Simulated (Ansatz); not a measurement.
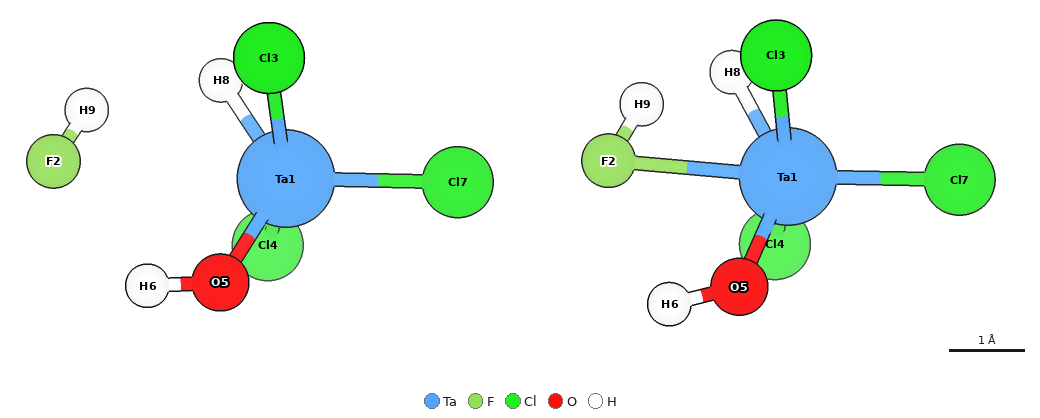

Two geometries of TaH₃OCl₃F, drawn at one scale. One is the start of a relaxation, the other its converged end. A ball-and-stick model, seen from a free direction.

Computed with Ansatz 0.2.0, RKS PBE/def2-SVP. Set-up: no spin polarisation; force threshold 0.03 eV/Å; at most 50 steps.

Which one is relaxed?

Answer. The right one is the relaxed one. The run prepares an end point of a later path (reaction) calculation, from a guessed geometry. H9 moves most after the best rigid fit: 0.48 Å. By element the largest moves are H 0.48 Å, F 0.47 Å, Cl 0.25 Å, Ta 0.24 Å, O 0.07 Å. Some distances before and after: Ta1–F2 3.123 → 2.414 Å, Ta1–H9 2.883 → 2.272 Å, F2–H9 0.937 → 1.006 Å, Ta1–H8 1.793 → 1.831 Å. New bonds form, among them: Ta1–F2 (3.12 → 2.41 Å). Bond angles that change, for instance: O5–Ta1–H8 123.2° → 135.5°, O5–Ta1–Cl7 116.4° → 109.1°, Ta1–O5–H6 121.3° → 126.9°. Over 9 geometry steps the energy falls by 15.2 kJ/mol. Largest force component: 0.55 eV/Å at the start, 0.016 eV/Å at the end.
